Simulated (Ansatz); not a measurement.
**BGeNH (quartet): the correlation ladder, cc-pVDZ**

Aim: climb from Hartree-Fock through coupled cluster for BGeNH (quartet) at one geometry and basis, and see what each rung misses.

Method: cc-pVDZ, core rule «outside noble gas», up to 16 orbitals frozen; program: Ansatz 0.2.0, Gaussian basis.

The runs, in order: UHF; CCSD(T) on ROHF; CCSD(T) on UHF; BCCD(T) on ROHF; CISD as a restricted active space (open shells left free, so some higher excitations enter); CCSDT(Q) on ROHF; CCSDT(Q) on UHF.

21 further runs of the same task are left out: 8 that didn't finish, 13 set aside as unsound or not needed. Runs told in other sessions of the task aren't counted.

## 1. The system

The geometry is a PBE0/def2-TZVP stationary point (not a proven minimum). No spin-orbit coupling is included. The filled d shell of Ge may be among the frozen orbitals whatever the setting's name suggests.

4 atoms, charge 0, spin multiplicity 4.

Atoms are counted from 1 here; the program's logs count them from 0.

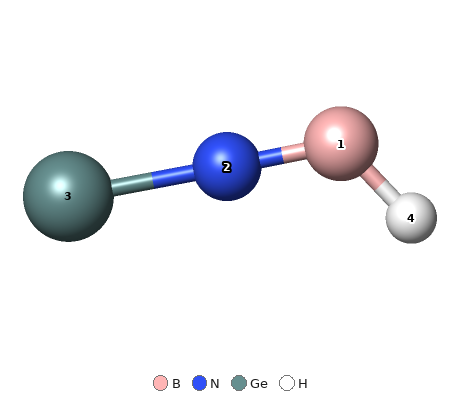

The structure; boron pink, nitrogen blue, germanium teal, hydrogen white; atoms are numbered from 1 in the order of the file.

In the tables R marks a restricted open-shell determinant and U an unrestricted one; energies count from the table's Hartree-Fock row.

## 2. UHF

in.yaml reads:

```yaml
crystal:
  periodic: [false, false, false]
  atoms:
    - {symbol: B, position_ang: [-0.000019, -0.303817, 0.981005]}
    - {symbol: N, position_ang: [0.000023, -0.228496, -0.380547]}
    - {symbol: Ge, position_ang: [-0.000002, -0.146228, -2.270355]}
    - {symbol: H, position_ang: [-0.000002, 0.678541, 1.669897]}
basis:
  gaussian: {orbitals: cc-pVDZ}
magnetization: {spin_polarized: true, initial_magnetization: 3}
hamiltonian: {xc: hf}
output: {orbitals: {seedname: orbitals}}
```

The run is started by

```sh
$ ansatz run in.yaml --threads 1 --pin off --events-out ev --progress --plain --max-ram 2393MiB
```

Output (excerpt; [...] marks lines left out):

```text
Functional definition: HF
  name "HF"
  cite "Fock, Z. Phys. 61, 126 (1930) doi:10.1007/BF01340294"
  parent pbe
[...]
640 factors; integrals over basis functions are off by at most 9.0e-4 eV
[...]
mean field -58638.70329370 eV, -2154.9325993027 hartree, gradient 2.2e-6 eV, S^2 3.776042; 8 other end points of the search recorded, 0 dependent functions left out
reference -58638.70329370 eV, -2154.9325993027 hartree; 24, 21 occupied and 36, 39 virtual orbitals, 640 factors
Total energy: -58638.70329370 eV, -2154.9325993027 hartree
```

Run time: 11 s. Hardware: 1 thread of Arm Neoverse V1, shared host.

From the report: ⟨S²⟩ of the determinant 3.776 (pure quartet: 3.75).

## 3. CCSD(T) on ROHF

Edit in.yaml of step 2 so:

```diff
@@ -9,4 +9,3 @@
   gaussian: {orbitals: cc-pVDZ}
-magnetization: {spin_polarized: true, initial_magnetization: 3}
-hamiltonian: {xc: hf}
-output: {orbitals: {seedname: orbitals}}
+magnetization: {spin_polarized: false, initial_magnetization: 3}
+correlation: {method: ccsd_t, electrons: outside_noble_gas}
```

The command is unchanged.

Output (excerpt; [...] marks lines left out):

```text
Functional definition: HF
  name "HF"
  cite "Fock, Z. Phys. 61, 126 (1930) doi:10.1007/BF01340294"
  parent pbe
[...]
640 factors; integrals over basis functions are off by at most 9.0e-4 eV
[...]
mean field -58638.48636154 eV, -2154.9246271931 hartree, gradient 2.9e-6 eV, S^2 3.750000; 28 other end points of the search recorded, 0 dependent functions left out
[...]
determinant -58638.48636154 eV, -2154.9246271931 hartree, with singles and doubles -58646.36597176 eV, -2155.2141975274 hartree
determinant -58638.48155622 eV, -2154.9244506006 hartree, with singles and doubles -58646.39601152 eV, -2155.2153014685 hartree
determinant -58638.41746494 eV, -2154.9220952897 hartree, with singles and doubles -58646.11745999 eV, -2155.2050648886 hartree
determinant -58638.12692779 eV, -2154.9114182463 hartree, with singles and doubles -58646.04712440 eV, -2155.2024801031 hartree
[...]
determinant -58638.48155622 eV, -2154.9244506006 hartree, with singles and doubles -58646.40865146 eV, -2155.2157659774 hartree
determinant -58638.41746494 eV, -2154.9220952897 hartree, with singles and doubles -58646.12358134 eV, -2155.2052898439 hartree
determinant -58638.12692779 eV, -2154.9114182463 hartree, with singles and doubles -58646.05856084 eV, -2155.2029003847 hartree
determinant -58637.49219267 eV, -2154.8880921610 hartree, with singles and doubles -58646.16271478 eV, -2155.2067279713 hartree
[...]
16 core orbitals not correlated: weight in the atoms' cores, before any rotation towards them, 0.999 or more for the frozen orbitals, at most 0.001 for the correlated occupied ones
reference -58638.48155622 eV, -2154.9244506005 hartree; 8, 5 occupied and 36, 39 virtual orbitals, 640 factors
second order -6.72850268 eV of doubles, -0.12679530 eV of singles
cycle   1  -7.92710140 eV  change   -6.2e-6 eV  update   1.3e-5
perturbative correction -0.30162738 eV, -0.0110846016 hartree
Total energy: -58646.71028499 eV, -2155.2268508053 hartree
```

Wall time 42 s (1 thread of Arm Neoverse V1, shared host).

From the report: correlation -8.2287 eV; T1 0.049; largest double amplitude 0.06.

## 4. CCSD(T) on UHF

Edit in.yaml of step 3 so:

```diff
@@ -9,3 +9,3 @@
   gaussian: {orbitals: cc-pVDZ}
-magnetization: {spin_polarized: false, initial_magnetization: 3}
+magnetization: {spin_polarized: true, initial_magnetization: 3}
 correlation: {method: ccsd_t, electrons: outside_noble_gas}
```

Same command.

Output (excerpt; [...] marks lines left out):

```text
Functional definition: HF
  name "HF"
  cite "Fock, Z. Phys. 61, 126 (1930) doi:10.1007/BF01340294"
  parent pbe
[...]
640 factors; integrals over basis functions are off by at most 9.0e-4 eV
[...]
mean field -58638.70329370 eV, -2154.9325993027 hartree, gradient 2.0e-6 eV, S^2 3.776042; 21 other end points of the search recorded, 0 dependent functions left out
determinant -58638.70329370 eV, -2154.9325993027 hartree, with singles and doubles -58646.35011365 eV, -2155.2136147527 hartree
determinant -58638.69117678 eV, -2154.9321540143 hartree, with singles and doubles -58646.40085662 eV, -2155.2154795226 hartree
determinant -58638.65757607 eV, -2154.9309192107 hartree, with singles and doubles -58646.12292277 eV, -2155.2052656420 hartree
determinant -58638.35450668 eV, -2154.9197816162 hartree, with singles and doubles -58646.05671391 eV, -2155.2028325114 hartree
[...]
determinant -58637.66784667 eV, -2154.8945473263 hartree, with singles and doubles -58646.11250756 eV, -2155.2048828901 hartree
determinant -58637.53550613 eV, -2154.8896839010 hartree, with singles and doubles -58646.17668356 eV, -2155.2072413145 hartree
determinant -58637.37646120 eV, -2154.8838391078 hartree, with singles and doubles -58646.19226831 eV, -2155.2078140437 hartree
[...]
16 core orbitals not correlated: weight in the atoms' cores, before any rotation towards them, 0.998 or more for the frozen orbitals, at most 0.001 for the correlated occupied ones
reference -58637.37646120 eV, -2154.8838391078 hartree; 8, 5 occupied and 36, 39 virtual orbitals, 640 factors
second order -7.82668295 eV of doubles, -0.00000000 eV of singles
cycle   1  -8.81580049 eV  change    6.6e-6 eV  update   4.7e-6
cycle   2  -8.81579630 eV  change    4.2e-6 eV  update   2.3e-6
perturbative correction -0.53914973 eV, -0.0198133870 hartree
Total energy: -58646.73140723 eV, -2155.2276270334 hartree
```

Wall time 48 s (1 thread of Arm Neoverse V1, shared host).

From the report: ⟨S²⟩ of the determinant 3.904 (pure quartet: 3.75); correlation -9.3549 eV; T1 0.055; largest double amplitude 0.17.

## 5. BCCD(T) on ROHF

Edit in.yaml of step 4 so:

```diff
@@ -9,3 +9,3 @@
   gaussian: {orbitals: cc-pVDZ}
-magnetization: {spin_polarized: true, initial_magnetization: 3}
-correlation: {method: ccsd_t, electrons: outside_noble_gas}
+magnetization: {spin_polarized: false, initial_magnetization: 3}
+correlation: {method: bccd_t, electrons: outside_noble_gas}
```

Launched as before.

Output (excerpt; [...] marks lines left out):

```text
Functional definition: HF
  name "HF"
  cite "Fock, Z. Phys. 61, 126 (1930) doi:10.1007/BF01340294"
  parent pbe
[...]
640 factors; integrals over basis functions are off by at most 9.0e-4 eV
[...]
mean field -58638.48636154 eV, -2154.9246271931 hartree, gradient 2.9e-6 eV, S^2 3.750000; 28 other end points of the search recorded, 0 dependent functions left out
[...]
determinant -58638.48636154 eV, -2154.9246271931 hartree, with singles and doubles -58646.36597176 eV, -2155.2141975274 hartree
determinant -58638.48155622 eV, -2154.9244506006 hartree, with singles and doubles -58646.39601152 eV, -2155.2153014685 hartree
determinant -58638.41746494 eV, -2154.9220952897 hartree, with singles and doubles -58646.11745999 eV, -2155.2050648886 hartree
determinant -58638.12692779 eV, -2154.9114182463 hartree, with singles and doubles -58646.04712440 eV, -2155.2024801031 hartree
[...]
determinant -58638.41746494 eV, -2154.9220952897 hartree, with singles and doubles -58646.12358134 eV, -2155.2052898439 hartree
determinant -58638.12692779 eV, -2154.9114182463 hartree, with singles and doubles -58646.05856084 eV, -2155.2029003847 hartree
determinant -58637.49219267 eV, -2154.8880921610 hartree, with singles and doubles -58646.16271478 eV, -2155.2067279713 hartree
[...]
16 core orbitals not correlated: weight in the atoms' cores, before any rotation towards them, 0.999 or more for the frozen orbitals, at most 0.001 for the correlated occupied ones
reference -58638.48155622 eV, -2154.9244506005 hartree; 8, 5 occupied and 36, 39 virtual orbitals, 640 factors
second order -6.72850268 eV of doubles, -0.12679530 eV of singles
cycle   1  -7.89856001 eV  change    2.9e-2 eV  update   2.4e-2
[...]
cycle  16  -7.89396918 eV  change    8.3e-7 eV  update   1.2e-5
perturbative correction -0.34623883 eV, -0.0127240421 hartree
Total energy: -58646.72176422 eV, -2155.2272726593 hartree
```

Wall time 45 s (1 thread of Arm Neoverse V1, shared host).

From the report: correlation -8.2402 eV; largest double amplitude 0.06.

## 6. CISD as a restricted active space (open shells left free, so some higher excitations enter)

Edit in.yaml of step 5 so:

```diff
@@ -10,2 +10,2 @@
 magnetization: {spin_polarized: false, initial_magnetization: 3}
-correlation: {method: bccd_t, electrons: outside_noble_gas}
+correlation: {active_space: {ras: {orbitals: [5, 3, 36], electrons: 13, max_holes: 2, max_particles: 2}, fixed_orbitals: true}}
```

The command is unchanged.

Output (excerpt; [...] marks lines left out):

```text
Functional definition: HF
  name "HF"
  cite "Fock, Z. Phys. 61, 126 (1930) doi:10.1007/BF01340294"
  parent pbe
[...]
640 factors; integrals over basis functions are off by at most 9.0e-4 eV
[...]
mean field -58638.48636154 eV, -2154.9246271931 hartree, gradient 2.9e-6 eV, S^2 3.750000; 20 other end points of the search recorded, 0 dependent functions left out
reference -58638.48636154 eV, -2154.9246271931 hartree; 24, 21 occupied and 36, 39 virtual orbitals, 640 factors
state -58645.61296229 eV, -2155.1865249401 hartree
Total energy: -58645.61296229 eV, -2155.1865249401 hartree
```

It took 32 s on 1 thread of Arm Neoverse V1, shared host.

From the report: 428,374 determinants.

## 7. CCSDT(Q) on ROHF

Edit in.yaml of step 6 so:

```diff
@@ -10,2 +10,2 @@
 magnetization: {spin_polarized: false, initial_magnetization: 3}
-correlation: {active_space: {ras: {orbitals: [5, 3, 36], electrons: 13, max_holes: 2, max_particles: 2}, fixed_orbitals: true}}
+correlation: {method: ccsdt_q, electrons: outside_noble_gas}
```

Launched as before.

Output (excerpt; [...] marks lines left out):

```text
Functional definition: HF
  name "HF"
  cite "Fock, Z. Phys. 61, 126 (1930) doi:10.1007/BF01340294"
  parent pbe
[...]
1145 factors; integrals over basis functions are off by at most 2.6e-7 eV
[...]
mean field -58638.48649740 eV, -2154.9246321857 hartree, gradient 7.5e-6 eV, S^2 3.750000; 20 other end points of the search recorded, 0 dependent functions left out
[...]
determinant -58638.48649740 eV, -2154.9246321857 hartree, with singles and doubles -58646.36610885 eV, -2155.2142025656 hartree
determinant -58638.48169450 eV, -2154.9244556826 hartree, with singles and doubles -58646.39614187 eV, -2155.2153062586 hartree
determinant -58638.41759402 eV, -2154.9221000334 hartree, with singles and doubles -58646.11758640 eV, -2155.2050695340 hartree
determinant -58638.12706169 eV, -2154.9114231669 hartree, with singles and doubles -58646.04725272 eV, -2155.2024848188 hartree
[...]
determinant -58638.41759402 eV, -2154.9221000334 hartree, with singles and doubles -58646.12369784 eV, -2155.2052941251 hartree
determinant -58638.12706169 eV, -2154.9114231669 hartree, with singles and doubles -58646.05868866 eV, -2155.2029050821 hartree
determinant -58637.49234194 eV, -2154.8880976466 hartree, with singles and doubles -58646.16284329 eV, -2155.2067326941 hartree
16 core orbitals not correlated: weight in the atoms' cores, before any rotation towards them, 0.999 or more for the frozen orbitals, at most 0.001 for the correlated occupied ones
reference -58638.48169450 eV, -2154.9244556826 hartree; 8, 5 occupied and 36, 39 virtual orbitals, 1145 factors
second order -6.72850995 eV of doubles, -0.12679518 eV of singles
cycle   1  -7.45039056 eV  change   -5.9e-1 eV  update   1.1e-1
[...]
cycle  38  -8.34322636 eV  change    7.5e-8 eV  update   8.1e-7
perturbative correction -0.05700625 eV, -0.0020949411 hartree
Total energy: -58646.88192711 eV, -2155.2331585371 hartree
```

It took 4.5 min on 1 thread of Arm Neoverse V1, shared host; peak memory 0.97 GiB.

From the report: correlation -8.4002 eV; T1 0.087; largest double amplitude 0.24.

## 8. CCSDT(Q) on UHF

Edit in.yaml of step 7 so:

```diff
@@ -9,3 +9,3 @@
   gaussian: {orbitals: cc-pVDZ}
-magnetization: {spin_polarized: false, initial_magnetization: 3}
+magnetization: {spin_polarized: true, initial_magnetization: 3}
 correlation: {method: ccsdt_q, electrons: outside_noble_gas}
```

Launched as before.

Output (excerpt; [...] marks lines left out):

```text
Functional definition: HF
  name "HF"
  cite "Fock, Z. Phys. 61, 126 (1930) doi:10.1007/BF01340294"
  parent pbe
[...]
1145 factors; integrals over basis functions are off by at most 2.6e-7 eV
[...]
mean field -58638.70342848 eV, -2154.9326042559 hartree, gradient 2.7e-6 eV, S^2 3.776042; 24 other end points of the search recorded, 0 dependent functions left out
determinant -58638.70342848 eV, -2154.9326042559 hartree, with singles and doubles -58646.35025162 eV, -2155.2136198231 hartree
determinant -58638.69131520 eV, -2154.9321591011 hartree, with singles and doubles -58646.40098716 eV, -2155.2154843199 hartree
determinant -58638.65770542 eV, -2154.9309239645 hartree, with singles and doubles -58646.12304935 eV, -2155.2052702935 hartree
determinant -58638.35464064 eV, -2154.9197865393 hartree, with singles and doubles -58646.05684267 eV, -2155.2028372431 hartree
[...]
determinant -58637.66799577 eV, -2154.8945528056 hartree, with singles and doubles -58646.11263840 eV, -2155.2048876982 hartree
determinant -58637.53565636 eV, -2154.8896894219 hartree, with singles and doubles -58646.17680306 eV, -2155.2072457062 hartree
determinant -58637.37660239 eV, -2154.8838442963 hartree, with singles and doubles -58646.19239500 eV, -2155.2078186992 hartree
[...]
16 core orbitals not correlated: weight in the atoms' cores, before any rotation towards them, 0.998 or more for the frozen orbitals, at most 0.001 for the correlated occupied ones
reference -58637.37660239 eV, -2154.8838442963 hartree; 8, 5 occupied and 36, 39 virtual orbitals, 1145 factors
second order -7.82668998 eV of doubles, -0.00000000 eV of singles
cycle   1  -8.04493054 eV  change   -2.2e-1 eV  update   1.6e-1
[...]
cycle  38  -9.45027889 eV  change    5.7e-7 eV  update   5.7e-7
perturbative correction -0.08744052 eV, -0.0032133800 hartree
Total energy: -58646.91432180 eV, -2155.2343490198 hartree
```

It took 4.4 min on 1 thread of Arm Neoverse V1, shared host; peak memory 0.81 GiB.

From the report: ⟨S²⟩ of the determinant 3.904 (pure quartet: 3.75); correlation -9.5377 eV; T1 0.065; largest double amplitude 0.32.

## 9. All levels against the top one

No level here is safe as a reference; RCCSDT(Q) serves as a yardstick only. Rows without a time are mean-field rows or come out of runs for another level: lower rungs of the coupled-cluster runs, or the Hartree-Fock search.

Differences are taken before rounding.

| method | energy from the lowest ROHF (kJ/mol) | from RCCSDT(Q) (kJ/mol) | time |
| --- | --- | --- | --- |
| ROHF | 0.0 | +810.0 |  |
| RMP2 | -661.0 | +149.1 |  |
| UMP2 | -648.1 | +162.0 |  |
| RCCSD | -764.4 | +45.7 |  |
| UCCSD | -743.5 | +66.5 |  |
| RCCSD(T) | -793.5 | +16.6 | 42 s |
| UCCSD(T) | -795.5 | +14.5 | 48 s |
| BCCD(T) | -794.6 | +15.5 | 45 s |
| RCCSDT | -804.5 | +5.5 |  |
| UCCSDT | -804.7 | +5.3 |  |
| RCCSDT(Q) | -810.0 | 0 | 4.5 min |
| UCCSDT(Q) | -813.2 | -3.1 | 4.4 min |

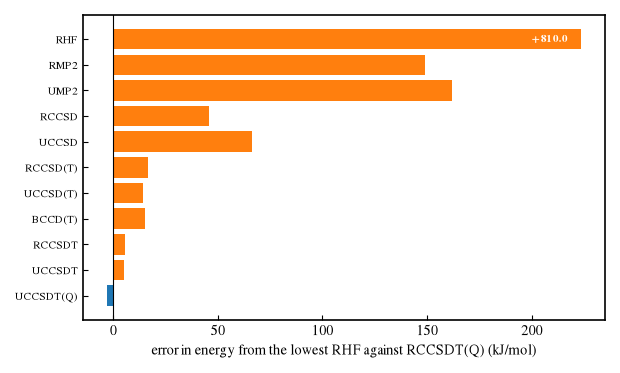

How far each level lands from RCCSDT(Q). Bars with a number in them are cut short.

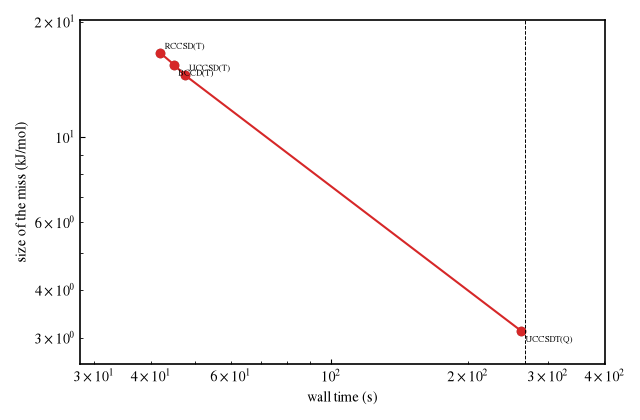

Miss against cost. Red marks the levels that no quicker level drawn beats (of those quicker than the yardstick), and the dashed line is the time of RCCSDT(Q). Times are from a shared host.

Not comparable, so not listed: CISD as a restricted active space (open shells left free, so some higher excitations enter) (they don't share determinant, frozen orbitals or solution with the rows shown, or repeat one).

Left out of the table: UHF (another determinant or state than the rows shown).

With the free atoms at the same levels and basis (separate runs), the atomisation energy is 8.623 eV at RCCSDT(Q), 8.475 eV at RCCSD(T), 8.484 eV at UCCSD(T), 6.044 eV at ROHF.

## 10. Results

| quantity | value |
| --- | --- |
| RCCSDT(Q) from the ROHF energy | -8.3956 eV |
| RMP2 from RCCSDT(Q) | +149.1 kJ/mol |
| UMP2 from RCCSDT(Q) | +162.0 kJ/mol |
| RCCSD from RCCSDT(Q) | +45.7 kJ/mol |
| RCCSD(T) from RCCSDT(Q) | +16.6 kJ/mol |
| UCCSD(T) from RCCSDT(Q) | +14.5 kJ/mol |
| UCCSDT(Q) from RCCSDT(Q) | -3.1 kJ/mol |
| T1 diagnostic | 0.049 |

**Reading.** RCCSD(T) lands +16.6 kJ/mol from the yardstick (2.0 % of the correlation energy). CCSD(T) misses by +16.6 kJ/mol on the restricted determinant and by +14.5 kJ/mol on the unrestricted one; the two need not hold the same state or core. Coupled cluster took another determinant than the lowest Hartree-Fock one. Warnings: coupled cluster took another determinant than the lowest; large T1 diagnostic.
